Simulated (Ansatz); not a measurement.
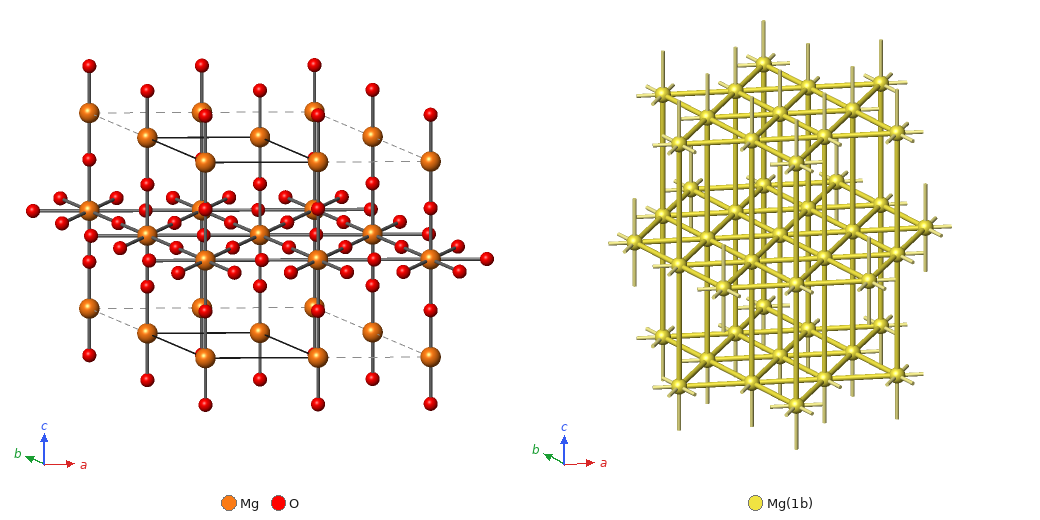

Left: the structure. Right: its underlying net. Nodes are coloured by topological kind. Short stubs are edges that leave the cut-out.

Mg₂O₅ (space group P6/mmm, No. 191). Coordinates: the geometry relaxed with Ansatz, DFT PBE, scalar-relativistic, plane waves, PAW; the starting structure was generated, so it need not be a known form of this composition.

Bonds are taken as Mg–O below 2.4 Å. Atoms with one bond or none are removed and atoms with two bonds are replaced by edges, until no such atom is left.

The result is a uninodal 8-connected, three-periodic net: Mg(1b) is an 8-connected node. Mg(1a) and O become part of the edges. It is the hex net, known from the primitive hexagonal lattice. It is a single net, without interpenetration.

```tsv
node	links	point symbol	coordination sequence
Mg(1b)	8	3⁶·4¹⁸·5³·6	8 26 56 98 152 218
```
